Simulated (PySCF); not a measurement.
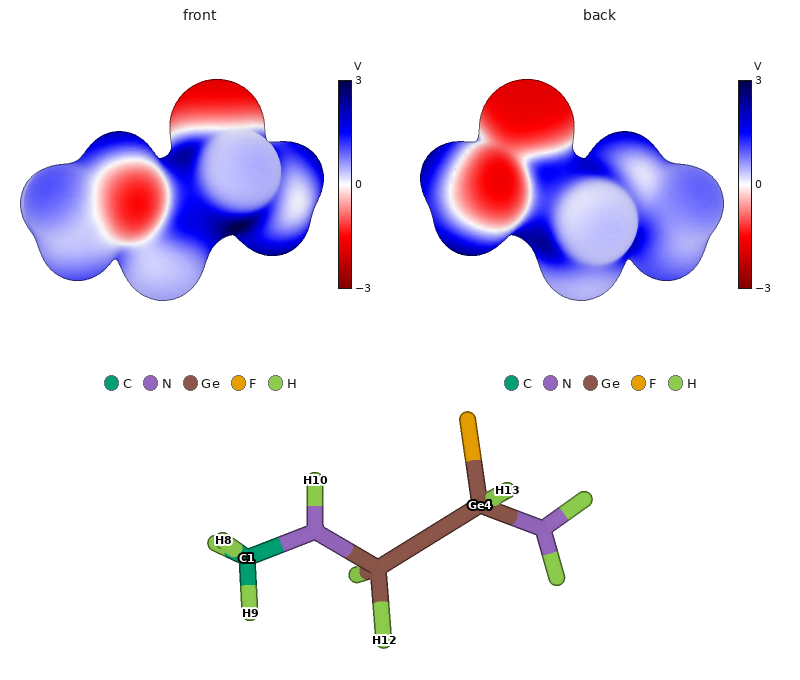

The picture shows: CH9FGe2N2. The electrostatic potential painted on the density surface at 0.004 e/bohr³, seen from the front and from behind; red is negative and blue positive. The bare structure is drawn below in the same view.

Geometry: GFN2-xTB.

These are results of PySCF 2.14.0, CAM-B3LYP/def2-SVPD, SCF density, gas phase, not measurements.

| atom | x (Å) | y (Å) | z (Å) |
| --- | --- | --- | --- |
| C | -2.9252 | -0.3879 | 0.1821 |
| N | -1.6117 | 0.2209 | 0.3235 |
| Ge | -0.0961 | -0.6839 | -0.1027 |
| Ge | 1.7501 | 0.7861 | 0.3168 |
| N | 3.3033 | 0.0886 | -0.3016 |
| F | 1.6471 | 2.2225 | -0.7237 |
| H | -3.2736 | -0.4312 | -0.8549 |
| H | -3.6550 | 0.1696 | 0.7712 |
| H | -2.8722 | -1.4065 | 0.5653 |
| H | -1.6306 | 1.1878 | 0.0232 |
| H | -0.0729 | -1.2954 | -1.5052 |
| H | -0.1205 | -1.8860 | 0.8207 |
| H | 1.8601 | 1.5425 | 1.6515 |
| H | 3.5866 | -0.8200 | 0.0313 |
| H | 4.1061 | 0.7010 | -0.3279 |

Where is the surface potential most negative and most positive?

The most negative region (about −1.8 V, or −42 kcal/mol for a unit charge) lies over F6, the most positive (about +2.7 V, or +62 kcal/mol for a unit charge) over Ge4.

How polar is the molecule by this calculation?

Its dipole moment is 2.47 D.
